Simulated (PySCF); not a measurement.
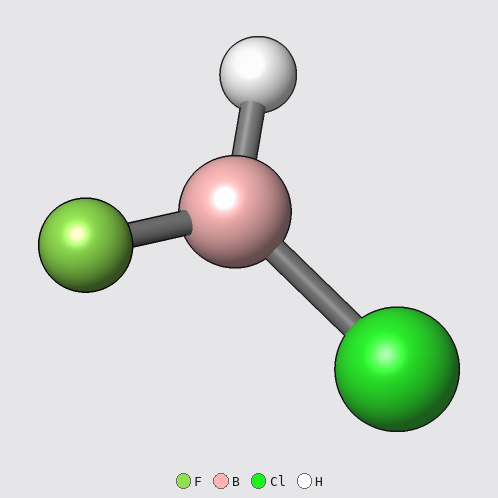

The computed structure is the end point of a PBE0-D3(BJ)/def2-SVP optimisation. No frequency run is at hand to confirm it as a minimum. Program: PySCF 2.14.0.

Tabulate dipole (D), HOMO–LUMO gap (eV), HOMO energy (eV) at these levels: B3LYP/pcSseg-2; B97-D/pcSseg-2; BLYP/pcSseg-2; BP86/pcSseg-2; KT2/pcSseg-2; KT3/pcSseg-2; LDA/pcSseg-2; OPBE/pcSseg-2; PBE/pcSseg-2; PBE0/pcSseg-2; mPW1PW91/pcSseg-2.

```tsv
level	dipole (D)	HOMO–LUMO gap (eV)	HOMO energy (eV)
B3LYP/pcSseg-2	0.76	7.88	−9.26
B97-D/pcSseg-2	0.67	6.13	−8.08
BLYP/pcSseg-2	0.65	5.92	−7.95
BP86/pcSseg-2	0.64	5.97	−8.18
KT2/pcSseg-2	0.69	6.07	−8.19
KT3/pcSseg-2	0.69	6.17	−8.23
LDA/pcSseg-2	0.66	5.76	−8.21
OPBE/pcSseg-2	0.64	6.13	−8.11
PBE/pcSseg-2	0.64	5.93	−8.09
PBE0/pcSseg-2	0.76	8.39	−9.53
mPW1PW91/pcSseg-2	0.76	8.42	−9.55
```
